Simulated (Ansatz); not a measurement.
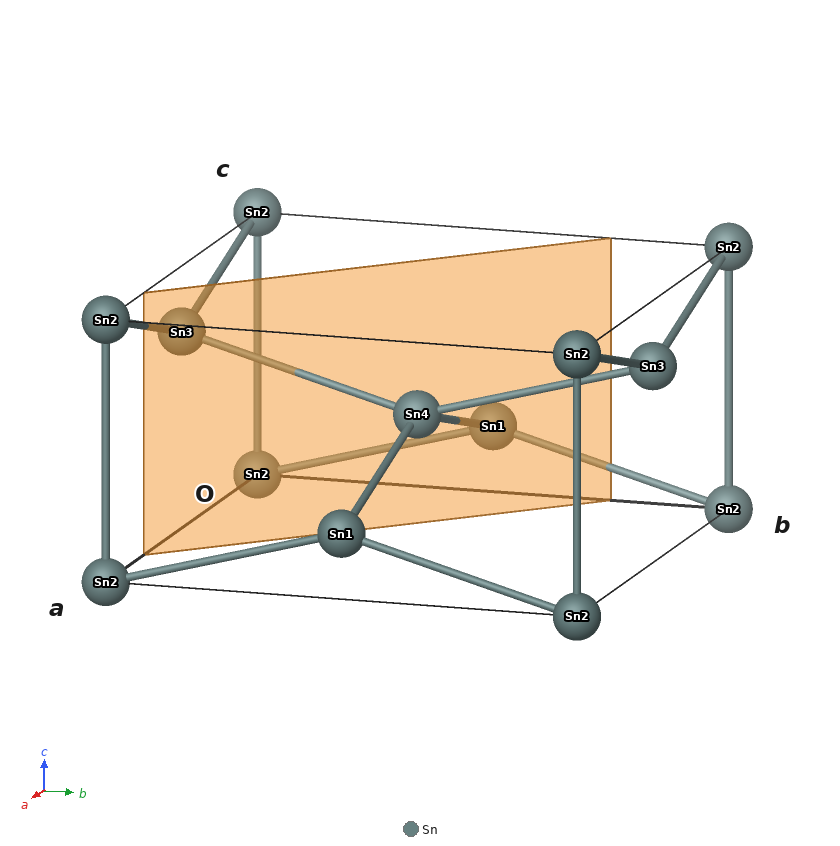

The shaded plane is a symmetry element of the crystal. Crystal: Sn, the input geometry of an electronic-structure calculation (not necessarily at equilibrium). Symmetry computed with spglib at a tolerance of 0.002 Å; standard conventional cell.

a = 5.880 Å, b = 5.880 Å, c = 3.199 Å, α = 90.00°, β = 90.00°, γ = 90.00°.

```json
{"atom": "Sn1", "x": "0.0000", "y": "0.5000", "z": "0.2500"}
{"atom": "Sn2", "x": "0.0000", "y": "0.0000", "z": "0.0000"}
{"atom": "Sn3", "x": "0.5000", "y": "0.0000", "z": "0.7500"}
{"atom": "Sn4", "x": "0.5000", "y": "0.5000", "z": "0.5000"}
```

Is it a mirror or a glide plane, and what is the operation?

Answer. It is a glide plane with glide vector (1/4, −1/4, 1/4), parallel to (1 1 0), through (3/8, 3/8, 1/2): x, y, z → −y+1, −x+1/2, z+1/4.

Onto which atom does it carry each atom (up to whole multiples of a, b and c)?

Answer. Sn1 → Sn4, Sn2 → Sn1, Sn3 → Sn2, Sn4 → Sn3.

What is the crystal's space group?

Answer. I4₁/amd, No. 141, origin choice 1.
